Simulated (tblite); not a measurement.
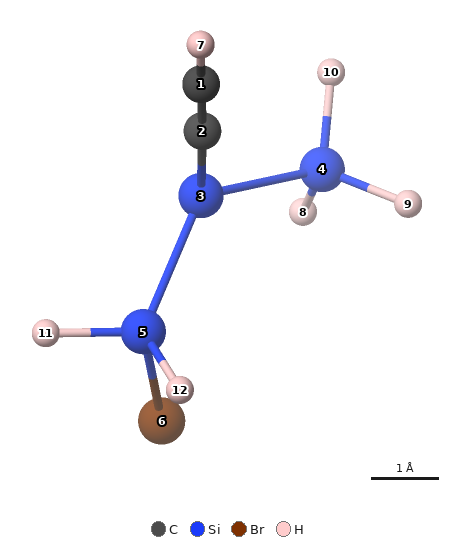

**Figure 1.** The structure as given in the input (ball-and-stick view, seen at an oblique angle; atoms are numbered from 1 in the order of the input).

C₂H₆BrSi₃: frequency calculation

C₂H₆BrSi₃, multiplicity 2, computed with GFN2-xTB harmonic vibrations, gas phase (tblite 0.8.0).

It belongs to a series of runs on one base structure; here: H removed from Si.

Input:
```
{"job": {"kind": "ir", "xc": "GFN2-xTB", "basis": "xTB"}, "charge": 0, "multiplicity": 2}
C     -1.951956     2.041754     1.139340
C     -1.194904     1.311590     0.547273
Si    -0.009198     0.300575    -0.443171
Si     2.214705     0.606670     0.115809
Si    -1.136949    -1.690091    -0.706357
Br     0.405989    -3.084595    -1.611859
H     -2.618080     2.658612     1.671866
H      3.022824    -0.059294    -0.906247
H      2.600691     0.082575     1.430869
H      2.493051     2.045634     0.105994
H     -2.171881    -1.675699    -1.742896
H     -1.653095    -2.538417     0.373352
```

The first line tells a small driver script what to run in tblite; the rest is the geometry in Å.

Run on 1 CPU thread, shared host.

Launch command:
```bash
OMP_NUM_THREADS=1 python <driver script> task.json out
```

The program's output:
```
mode    cm-1     km/mol
  1      25.5      5.23
  2      42.4      0.51
  3      46.7      2.50
  4      71.9      2.06
  5      87.5      0.42
  6     117.5      3.32
  7     232.7     12.74
  8     243.6     34.14
  9     335.8     51.09
 10     346.4     11.10
 11     387.6     10.13
 12     405.7     58.94
 13     440.6     17.56
 14     532.0      3.03
 15     598.8     13.66
 16     638.4     20.19
 17     670.2    190.41
 18     675.9    324.80
 19     684.0    424.04
 20     764.1    643.94
 21     788.3    163.98
 22     814.8    149.86
 23     824.3    204.92
 24    2142.0      0.53
 25    2191.2    162.69
 26    2207.1    370.23
 27    2227.9    147.22
 28    2235.2    304.71
 29    2253.6    209.72
 30    3345.9      0.19
```

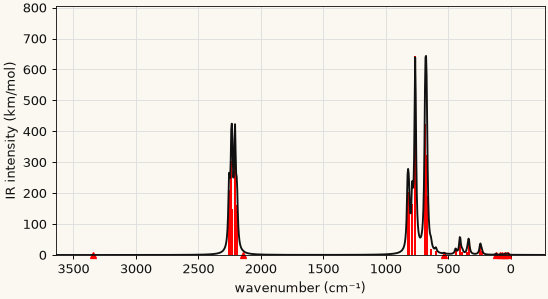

**Figure 2.** Harmonic infrared spectrum, unscaled: sticks (degenerate modes added up, dark ones marked on the axis) with a Lorentzian envelope of 16 cm⁻¹ full width, scaled to the tallest stick. 30 modes from 26 to 3346 cm⁻¹, none imaginary. The strongest line is at 764 cm⁻¹ (644 km/mol).

Summary:

| quantity | value |
| --- | --- |
| outcome | converged |
| total energy | −449.6770 eV |
| zero-point energy | 37.7090 kcal/mol |
| peak memory | 0.18 GiB |
